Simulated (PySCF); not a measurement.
# MoSH2: structure of the singlet

Aim: relax MoSH2 as a singlet from a trigonal pyramidal start, check by its vibrations whether the end is a minimum, and collect its spectrum and constants.

Method: PBE0, basis Mo def2-TZVP with ECP28, S def2-TZVP, H def2-TZVP, scalar-relativistic core potentials, no spin–orbit coupling, density fitting; program: PySCF 2.14.0.

## Step 1: The starting structure

4 atoms, charge 0, spin multiplicity 1.

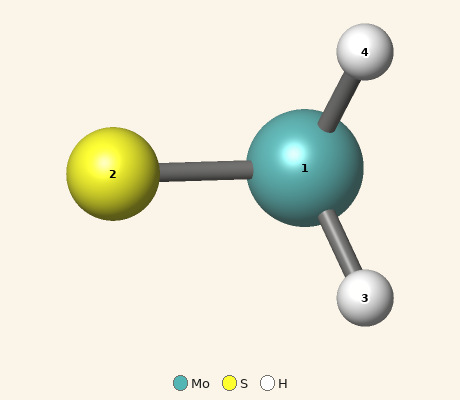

The starting geometry (molybdenum teal, sulfur yellow, hydrogen white); atoms are numbered from 1 in the order of the file.

```xyz
4
charge 0 multiplicity 1
Mo    0.0000    0.0000    0.0000
S    -0.9492   -1.6440    1.0094
H     1.5010    0.0000    0.7981
H    -0.7505    1.2999    0.7981
```

## Step 2: Finding the electronic state

The steps below are one call of a driver around PySCF. For each, scf.py gives the equivalent set-up of the SCF; relaxations use the driver's own optimiser. After this first run the driver tries any further starts and a stability analysis.

The input, scf.py:

```python
from pyscf import gto, scf, dft
mol = gto.M(atom='''
Mo     0.000000     0.000000     0.000000
S     -0.949200    -1.644000     1.009400
H      1.501000     0.000000     0.798100
H     -0.750500     1.299900     0.798100''',
    basis={'Mo': 'def2-TZVP', 'S': 'def2-TZVP', 'H': 'def2-TZVP'},
    ecp={'Mo': 'def2-TZVP'},
    charge=0, spin=0)
mf = dft.RKS(mol, xc='PBE0')
mf.grids.atom_grid = (50, 194)
aux = {'Mo': 'def2-universal-JKFIT', 'S': 'def2-universal-JKFIT', 'H': 'def2-universal-JKFIT'}
mf = mf.density_fit(auxbasis=aux)
mf.conv_tol = 1e-08
mf.diis_space = 10
mf.max_cycle = 60
mf.init_guess = 'minao'
mf.verbose = 4
mf.kernel()
```

The run is started by

```bash
$ OMP_NUM_THREADS=2 python axn.py task.json out
```

Log, shortened:

```text
[... the frontier levels of the middle cycles are left out ...]
init E= -460.830128900031
  HOMO = -0.446961082409765  LUMO = -0.400077217461303  gap/eV = 1.27577
cycle= 1 E= -467.114043534118  delta_E= -6.28  |g|= 1.04  |ddm|= 3.69
  HOMO = 0.00759572959984638  LUMO = 0.0280030179576076  gap/eV = 0.55531
cycle= 2 E= -465.019409919532  delta_E= 2.09  |g|= 2.36  |ddm|= 3.93
  HOMO = -0.248439058273045  LUMO = -0.168794273616935  gap/eV = 2.16724
cycle= 3 E= -467.228670631266  delta_E= -2.21  |g|= 0.786  |ddm|= 3.88
cycle= 4 E= -467.359732084678  delta_E= -0.131  |g|= 0.281  |ddm|= 0.389
cycle= 5 E= -467.378033284515  delta_E= -0.0183  |g|= 0.111  |ddm|= 0.293
cycle= 6 E= -467.381443662756  delta_E= -0.00341  |g|= 0.0389  |ddm|= 0.112
cycle= 7 E= -467.38192212827  delta_E= -0.000478  |g|= 0.00701  |ddm|= 0.0403
cycle= 8 E= -467.381997136303  delta_E= -7.5e-05  |g|= 0.00532  |ddm|= 0.0201
cycle= 9 E= -467.382065654032  delta_E= -6.85e-05  |g|= 0.00435  |ddm|= 0.0285
cycle= 10 E= -467.382099078135  delta_E= -3.34e-05  |g|= 0.000891  |ddm|= 0.0285
cycle= 11 E= -467.382100477211  delta_E= -1.4e-06  |g|= 0.000446  |ddm|= 0.00645
cycle= 12 E= -467.382100544893  delta_E= -6.77e-08  |g|= 0.000192  |ddm|= 0.00081
cycle= 13 E= -467.38210056242  delta_E= -1.75e-08  |g|= 3.13e-05  |ddm|= 0.000317
cycle= 14 E= -467.382100563719  delta_E= -1.3e-09  |g|= 1.17e-05  |ddm|= 0.000108
  HOMO = -0.210827063365798  LUMO = -0.114975832969403  gap/eV = 2.60824
Extra cycle  E= -467.382100563587  delta_E= 1.32e-10  |g|= 3.56e-05  |ddm|= 4.93e-05
converged SCF energy = -467.382100563587
```

This step, with its further starts and checks, needed 6.2 s of wall time on 2 threads of Arm Neoverse V2, shared host.

Energies from each starting density:

```
                      start  energy (Eh)
    the minimal-basis guess  -467.382101
a thermally smeared density  -467.382101
      a smeared PBE density  -467.382101
```

The test of internal stability and the other starts found no lower closed-shell solution.

## Step 3: Relaxation: trigonal pyramidal start, singlet

The program finds Cs symmetry in the start, which this walk keeps. The walk stops when the largest gradient is under 0.0003 Eh/bohr and the energy has settled too.

scf.py, as its differences from that of step 2:

```diff
@@ -3,4 +3,4 @@
-Mo     0.000000     0.000000     0.000000
-S     -0.949200    -1.644000     1.009400
-H      1.501000     0.000000     0.798100
-H     -0.750500     1.299900     0.798100''',
+Mo     0.224356     0.388589    -0.256884
+S     -0.724829    -1.255419     0.752516
+H      1.725353     0.388580     0.541219
+H     -0.526137     1.688497     0.541212''',
@@ -17 +16,0 @@
-mf.init_guess = 'minao'
```

The optimiser's trace:

```
step  energy (Eh)  change (kJ/mol)  largest symmetric gradient (Eh/bohr)
   0  -467.382101             0.00                               0.04291
   1  -467.388246           -16.13                               0.00587
   2  -467.388519           -16.85                               0.00271
   3  -467.388695           -17.31                               0.00056
   4  -467.388697           -17.32                               0.00026
```

The walk took 6.6 s.

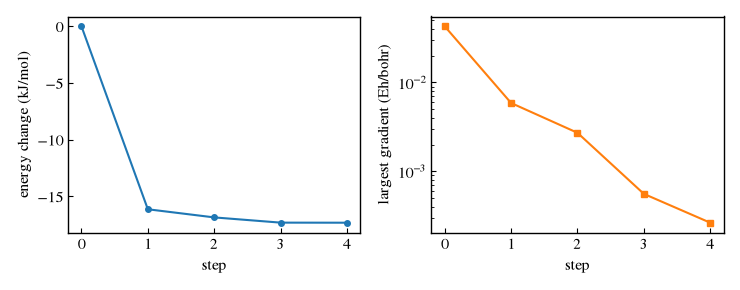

Energy and largest gradient along the walk.

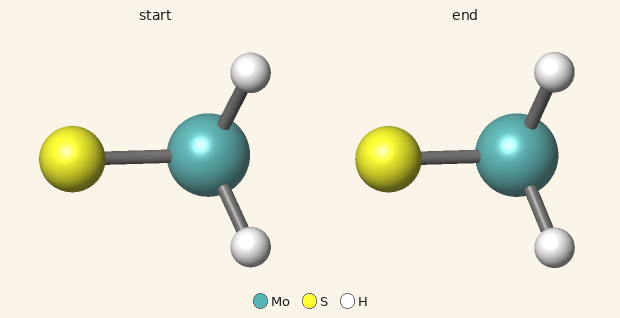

Start and end of the relaxation.

After 4 steps and 17.3 kJ/mol it ends at Cs: Mo–H 1.676 Å (×2), Mo–S 2.042 Å; H–Mo–H 102.8°, H–Mo–S 97.2° (×2).

## Step 4: Frequencies

On the finer grid the gradient is checked again; gradients at displacements of ±0.02 bohr then give force constants and infrared intensities.

scf.py, as its differences from that of step 3:

```diff
@@ -3,4 +3,4 @@
-Mo     0.224356     0.388589    -0.256884
-S     -0.724829    -1.255419     0.752516
-H      1.725353     0.388580     0.541219
-H     -0.526137     1.688497     0.541212''',
+Mo     0.211624     0.366538    -0.252501
+S     -0.680186    -1.178097     0.740870
+H      1.687866     0.299411     0.539705
+H     -0.584618     1.611449     0.539699''',
@@ -11 +11 @@
-mf.grids.atom_grid = (50, 194)
+mf.grids.atom_grid = (75, 302)
@@ -14 +14 @@
-mf.conv_tol = 1e-08
+mf.conv_tol = 1e-10
```

The driver hands on the density of the step before, so the log starts near convergence.

Log of the central SCF (cycles and frontier levels):

```text
init E= -467.388665050755
  HOMO = -0.201887296452014  LUMO = -0.104994685285536  gap/eV = 2.63658
cycle= 1 E= -467.388665050755  delta_E= 6.82e-13  |g|= 1.35e-06  |ddm|= 3.77e-06
  HOMO = -0.201887056721048  LUMO = -0.104994467670819  gap/eV = 2.63658
Extra cycle  E= -467.388665050755  delta_E=    0  |g|= 2.02e-06  |ddm|= 3.19e-06
converged SCF energy = -467.388665050755
```

The whole step took 32 s.

Geometry: Cs; Mo–H 1.677 Å (×2), Mo–S 2.042 Å; H–Mo–H 103.0°, H–Mo–S 97.1° (×2).

Harmonic modes (main isotopes):

```tsv
symmetry	ω (cm⁻¹)	IR (km/mol)	μ (u)
a'	487	110	1.04
a''	508	49.8	1.04
a'	551	51.0	1.56
a'	660	122	2.80
a''	1930	214	1.02
a'	1961	117	1.02
```

Every mode is real; the point is a minimum.

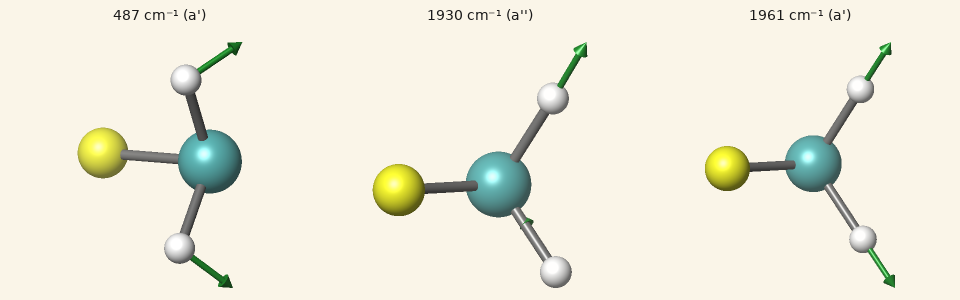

How the atoms move in 3 of the modes.

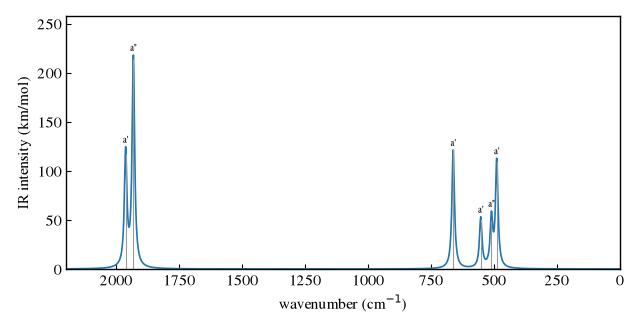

The harmonic infrared spectrum (widths in cm⁻¹). Lines are broadened to a width of 12 cm⁻¹ (Lorentzian).

Properties at this point:

```yaml
Dipole_moment: 3.28 D
Highest_occupied_level: -5.49 eV
Lowest_empty_level: -2.86 eV
Rotational_constants: 3.051, 0.1628, 0.1606 cm⁻¹
Zero-point_energy: 36.5 kJ/mol
Principal_polarisabilities: 49.9, 66.4, 77.5 bohr³
Atomisation_energy_without_zero-point_energy: 810 kJ/mol
Principal_traceless_quadrupole_moments_about_the_centre_of_mass: -5.07, -2.08, 7.16 D Å
Entropy_at_298.15_K_and_1_bar: 273.3 J/(mol K)
Heat_capacity_Cp_at_298.15_K: 52.4 J/(mol K)
Enthalpy_at_298.15_K_above_0_K: 11.94 kJ/mol
Rotational_symmetry_number: 1
```

Populations by atom (charges in e):

```csv
atom,Mulliken,Löwdin,polar tensor,Mayer order to Mo1
Mo1,0.44,-0.18,0.95,–
S2,-0.30,0.26,-0.41,2.46
"H3,4",-0.07,-0.04,-0.27,0.95
```

Mulliken populations on Mo1 (outside its core potential): s 2.58, p 6.22, d 4.74, f 0.02.

## Step 5: The broken-symmetry singlet

A stability analysis found the closed shell of the lowest minimum unstable towards spin polarisation, so the unrestricted solution is followed.

The program finds Cs symmetry in the start, which may break. The walk stops when the largest gradient is under 0.0003 Eh/bohr and the energy has settled too.

scf.py, as its differences from that of step 4:

```diff
@@ -3,4 +3,4 @@
-Mo     0.211624     0.366538    -0.252501
-S     -0.680186    -1.178097     0.740870
-H      1.687866     0.299411     0.539705
-H     -0.584618     1.611449     0.539699''',
+Mo     0.210987     0.365433    -0.252909
+S     -0.680824    -1.179201     0.740462
+H      1.687228     0.298306     0.539297
+H     -0.585255     1.610345     0.539291''',
@@ -10,2 +10,2 @@
-mf = dft.RKS(mol, xc='PBE0')
-mf.grids.atom_grid = (75, 302)
+mf = dft.UKS(mol, xc='PBE0')
+mf.grids.atom_grid = (50, 194)
@@ -14 +14 @@
-mf.conv_tol = 1e-10
+mf.conv_tol = 1e-08
```

Steps of the walk:

```
step  energy (Eh)  change (kJ/mol)  largest gradient (Eh/bohr)
   0  -467.396794             0.00                     0.00918
   1  -467.397295            -1.32                     0.00318
   2  -467.397753            -2.52                     0.00480
   3  -467.398045            -3.29                     0.00468
   4  -467.398288            -3.92                     0.00401
   5  -467.398622            -4.80                     0.00443
   6  -467.398968            -5.71                     0.00736
   7  -467.399378            -6.79                     0.00549
   8  -467.400271            -9.13                     0.00608
   9  -467.400942           -10.89                     0.00168
  10  -467.401112           -11.34                     0.00230
  11  -467.401225           -11.63                     0.00104
  12  -467.401227           -11.64                     0.00017
```

The walk took 30 s.

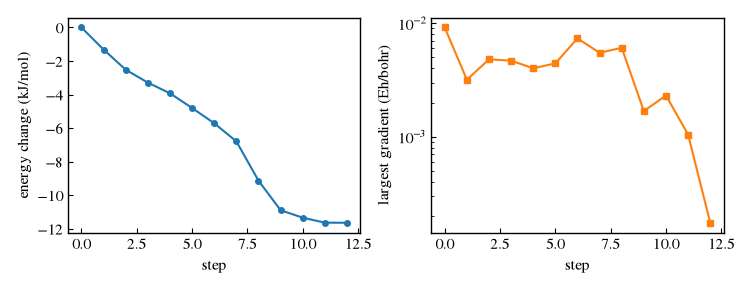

Energy and largest gradient along the walk.

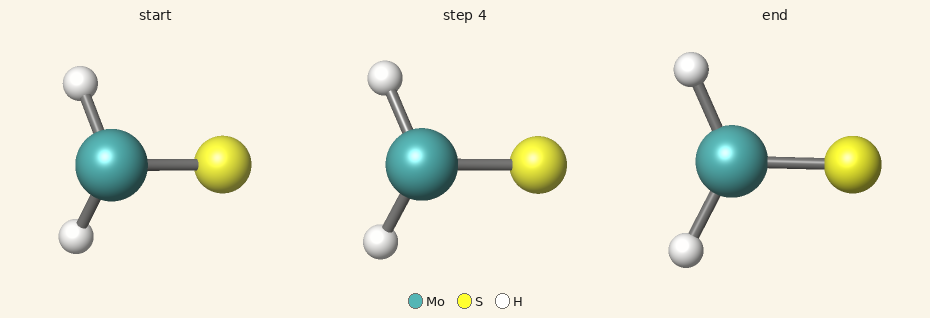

Start and end of the relaxation, with a step between.

It settles in C2v symmetry, 11.6 kJ/mol below the start, after 12 steps: Mo–H 1.719 Å (×2), Mo–S 2.067 Å; H–Mo–H 129.0°, H–Mo–S 115.3°, H–Mo–S 115.7°.

## Step 6: Is it a minimum? Harmonic modes

The same treatment as at the point before.

scf.py, as its differences from that of step 5:

```diff
@@ -3,4 +3,4 @@
-Mo     0.210987     0.365433    -0.252909
-S     -0.680824    -1.179201     0.740462
-H      1.687228     0.298306     0.539297
-H     -0.585255     1.610345     0.539291''',
+Mo     0.243647     0.421937    -0.050874
+S     -0.784517    -1.358594     0.163809
+H      1.955460     0.282980    -0.127384
+H     -0.732427     1.835020    -0.127988''',
@@ -11 +11 @@
-mf.grids.atom_grid = (50, 194)
+mf.grids.atom_grid = (75, 302)
@@ -14 +14 @@
-mf.conv_tol = 1e-08
+mf.conv_tol = 1e-10
```

Log of the central SCF (cycles and frontier levels):

```text
init E= -467.401184370571
[... the frontier-level lines of each cycle are left out ...]
cycle= 1 E= -467.401184370533  delta_E= 3.87e-11  |g|= 8.81e-06  |ddm|= 7.31e-06
Extra cycle  E= -467.401184370049  delta_E= 4.84e-10  |g|= 3.13e-05  |ddm|= 2.55e-05
converged SCF energy = -467.401184370049  <S^2> = 1.0031542  2S+1 = 2.2388874
```

The whole step needed 52 s of wall time on 2 threads of Arm Neoverse V2, shared host.

Geometry: C2v; Mo–H 1.719 Å (×2), Mo–S 2.067 Å; H–Mo–H 129.0°, H–Mo–S 115.5° (×2).

Modes, for the most abundant isotopes:

```tsv
ω (cm⁻¹)	IR (km/mol)	type
232	82.9	bend
417	0.8	bend
581	34.5	mixed
841	42.7	bend
1839	231	stretch
1860	264	stretch
```

All wavenumbers are real: a minimum.

The SCF density has lower symmetry than the nuclear frame, so the modes carry no labels.

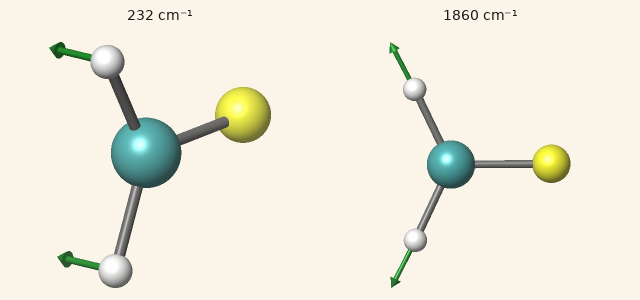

How the atoms move in 2 of the modes.

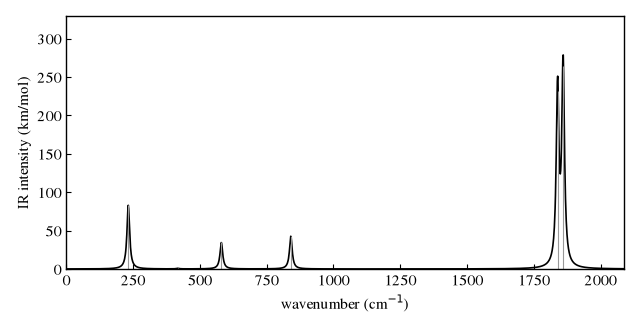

The harmonic infrared spectrum (widths in cm⁻¹). Lines are broadened to a width of 12 cm⁻¹ (Lorentzian).

Constants and moments:

```yaml
Dipole_moment: 1.24 D
Highest_occupied_level: -7.11 eV
Lowest_empty_level: -3.28 eV
Rotational_constants: 3.473, 0.1589, 0.1519 cm⁻¹
Zero-point_energy: 34.5 kJ/mol
Principal_polarisabilities: 48.4, 57.8, 83.5 bohr³
Atomisation_energy_without_zero-point_energy: 843 kJ/mol
Principal_traceless_quadrupole_moments_about_the_centre_of_mass: -5.78, 2.18, 3.60 D Å
Entropy_at_298.15_K_and_1_bar: 272.4 J/(mol K)
Heat_capacity_Cp_at_298.15_K: 53.9 J/(mol K)
Enthalpy_at_298.15_K_above_0_K: 12.66 kJ/mol
Rotational_symmetry_number: 2
Spin_squared_⟨S²⟩: 1.003
```

Charges (e) and bond orders:

```json
{"atom": "Mo1", "Mulliken": "0.57", "Löwdin": "-0.03", "polar tensor": "1.00", "spin (Mulliken)": "0.00", "Mayer order to Mo1": "–"}
{"atom": "S2", "Mulliken": "-0.37", "Löwdin": "0.18", "polar tensor": "-0.49", "spin (Mulliken)": "0.00", "Mayer order to Mo1": "2.32"}
{"atom": "H3,4", "Mulliken": "-0.10", "Löwdin": "-0.08", "polar tensor": "-0.26", "spin (Mulliken)": "0.00", "Mayer order to Mo1": "0.94"}
```

Outer orbital energies (eV). α occupied: -44.10, -19.17, -10.01, -9.70, -9.61, -8.94, -7.90, -7.11; empty: -3.28, -2.98, -2.44, -1.71. β occupied: -44.10, -19.17, -10.01, -9.70, -9.61, -8.94, -7.90, -7.11; empty: -3.28, -2.98, -2.44, -1.71.

Mulliken populations on Mo1 (outside its core potential): s 2.63, p 6.38, d 4.41, f 0.02.

## Step 7: The points found, side by side

| spin | group | bonds | imaginary modes (cm⁻¹) | ΔE (kJ/mol) | with zero-point energy |
| --- | --- | --- | --- | --- | --- |
| broken-symmetry (Ms = 0) | C2v (density of lower symmetry) | Mo–H 1.719 Å (×2), Mo–S 2.067 Å | none | 0.0 | 0.0 |
| singlet | Cs | Mo–H 1.677 Å (×2), Mo–S 2.042 Å | none | 32.9 | 34.8 |

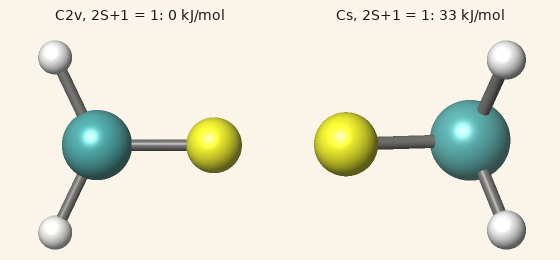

The points, lowest first (molybdenum teal, sulfur yellow, hydrogen white).

## Step 8: Results

```
                                          quantity                                                               value
                                           minimum                                       broken-symmetry (Ms = 0), C2v
                                          geometry  Mo–H 1.719 Å (×2), Mo–S 2.067 Å; H–Mo–H 129.0°, H–Mo–S 115.5° (×2)
                                wavenumbers (cm⁻¹)                                      232, 417, 581, 841, 1839, 1860
                                     dipole moment                                                              1.24 D
highest occupied, lowest empty level (either spin)                                                     -7.11, -3.28 eV
                        polar-tensor charge of Mo1                                                             +1.00 e
                                 zero-point energy                                                         34.5 kJ/mol
                               entropy at 298.15 K                                                     272.4 J/(mol K)
         atomisation energy (no zero-point energy)                                                          843 kJ/mol
                                              ⟨S²⟩                                                               1.003
```

In words: From Cs at the start the molecule goes to a C2v minimum. The determinant is spin-contaminated (⟨S²⟩ = 1.00 against 0.00), so it is no pure spin state. In the infrared the band at 1860 cm⁻¹ (stretch) leads. Other starts or spin states, not run here, may lie lower. The SCF density has lower symmetry than the nuclear frame.

The search up to here took 2.2 min.
